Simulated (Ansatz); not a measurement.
**GaHCl2O (SMILES [OH][Ga]([Cl])[Cl]) at CAM-B3LYP/def2-SVP**

What is the vertical ionisation energy of GaHCl2O at CAM-B3LYP/def2-SVP? 

Program for the calculation: Ansatz 0.2.0.

79 further runs of the same task are left out: 79 set aside as unsound or not needed. Runs told in other sessions of the task aren't counted.

**1. The structure to begin with**

The species is GaHCl2O (5 atoms), meant as a singlet with charge 0. As SMILES, `[OH][Ga]([Cl])[Cl]`. The shape is that of a PBE0-D4/def2-TZVP optimisation.

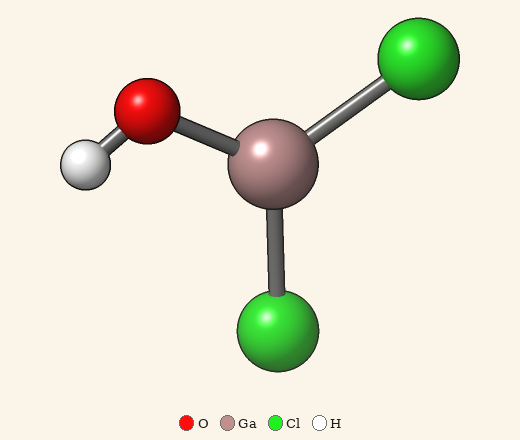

The structure, seen from a chosen angle (oxygen red, gallium pink, chlorine green, hydrogen white).

**2. The energy at CAM-B3LYP/def2-SVP**

The input, job.yaml:

```yaml
basis:
  gaussian:
    orbitals: def2-SVP
crystal:
  periodic: [false, false, false]
  atoms:
    - {symbol: O, position_ang: [0.254500, 1.354600, 0.245900]}
    - {symbol: Ga, position_ang: [0.118500, -0.394500, 0.056800]}
    - {symbol: Cl, position_ang: [1.500000, -1.634900, 1.057700]}
    - {symbol: Cl, position_ang: [-1.407900, -1.236300, -1.155800]}
    - {symbol: H, position_ang: [-0.415200, 1.837400, -0.246000]}
hamiltonian:
  xc: {name: CAM-B3LYP}
accuracy: high
output: {orbitals: {seedname: orbitals}}
```

On the command line:

```bash
ansatz run job.yaml --threads 1 --pin off --max-ram 3480MiB --events-out events.jsonl --progress --plain --runs-dir runs
```

Log:

```text
Warning: RAYON_NUM_THREADS=1 ignored (pool sized by the plan → 1); use --threads N
Functional definition: CAM-B3LYP
  name "CAM-B3LYP"
  parameter alpha = 0.19
  parameter beta = 0.46
  parameter omega = 0.33/bohr
  parameter ac = 0.81
  exchange = (1 - alpha - beta)*b88_x + beta*b88_x_sr(omega) + alpha*exact_x + beta*exact_x_lr(omega)
  correlation = (1 - ac)*vwn5_c + ac*lyp_c
1675 factors; integrals over basis functions are off by at most 6.0e-9 eV
365 factors; integrals over basis functions are off by at most 2.1e-9 eV
mean field evaluation 1: about -79472.1642 eV, gradient 5.4e1 eV
mean field evaluation 2: about -79463.4488 eV, gradient 8.9e1 eV
mean field evaluation 4: about -79477.3769 eV, gradient 3.5e0 eV
mean field evaluation 8: about -79477.4668 eV, gradient 2.5e-1 eV
mean field evaluation 16: about -79477.4670 eV, gradient 5.7e-5 eV
mean field -79477.46699505 eV, -2920.7430403062 hartree, gradient 7.2e-8 eV, S^2 0.000000; 0 other end points of the search recorded, 0 dependent functions left out
reference -79477.46701264 eV, -2920.7430409524 hartree; 37, 37 occupied and 50, 50 virtual orbitals, 1675 factors
Total energy: -79477.46701264 eV, -2920.7430409524 hartree
```

Wall time 7.2 s (1 thread of Arm Neoverse V2, shared host); peak memory 0.34 GiB.

**3. The doublet cation at the same level**

The input, job.yaml:

```yaml
crystal:
  periodic: [false, false, false]
  atoms:
    - symbol: O
      position_ang: [0.254500, 1.354600, 0.245900]
    - symbol: Ga
      position_ang: [0.118500, -0.394500, 0.056800]
    - symbol: Cl
      position_ang: [1.500000, -1.634900, 1.057700]
    - symbol: Cl
      position_ang: [-1.407900, -1.236300, -1.155800]
    - symbol: H
      position_ang: [-0.415200, 1.837400, -0.246000]
basis:
  gaussian: {orbitals: def2-SVP}
total_charge: 1
magnetization: {spin_polarized: true, initial_magnetization: 1}
hamiltonian: {xc: {name: CAM-B3LYP}}
accuracy: high
output: {orbitals: {seedname: orbitals}}
```

On the command line:

```bash
ansatz run job.yaml --threads 1 --pin off --max-ram 3480MiB --events-out events.jsonl --progress --plain --runs-dir runs
```

Log, shortened:

```text
Warning: RAYON_NUM_THREADS=1 ignored (pool sized by the plan → 1); use --threads N
[... 2 set-up lines as earlier in the session ...]
[...]
1673 factors; integrals over basis functions are off by at most 6.0e-9 eV
365 factors; integrals over basis functions are off by at most 2.1e-9 eV
[...]
mean field -79465.69843754 eV, -2920.3105537947 hartree, gradient 5.9e-8 eV, S^2 0.759914; 6 other end points of the search recorded, 0 dependent functions left out
reference -79465.69845477 eV, -2920.3105544278 hartree; 37, 36 occupied and 50, 51 virtual orbitals, 1673 factors
Total energy: -79465.69845477 eV, -2920.3105544278 hartree
```

Run time: 64 s. Hardware: 1 thread of Arm Neoverse V2, shared host; peak memory 0.58 GiB.

**4. Summary of results**

At CAM-B3LYP/def2-SVP:

| quantity | value |
| --- | --- |
| singlet GaHCl2O: total energy | -2920.74304 Eh |
| singlet GaHCl2O: HOMO energy | -10.52 eV |
| singlet GaHCl2O: LUMO energy | -0.32 eV |
| singlet GaHCl2O: HOMO–LUMO gap | 10.20 eV |
| doublet cation: total energy | -2920.31055 Eh |
| doublet cation: HOMO energy (highest over α and β) | -16.05 eV |
| doublet cation: LUMO energy (lowest over α and β) | -12.99 eV |
| doublet cation: ⟨S²⟩ | 0.760 |
| vertical ionisation energy (to the doublet cation) | 11.769 eV |

In words: The vertical ionisation energy comes to 11.77 eV (271 kcal/mol). The negative HOMO energy of the first species, 10.52 eV, lies 1.25 eV below that difference.
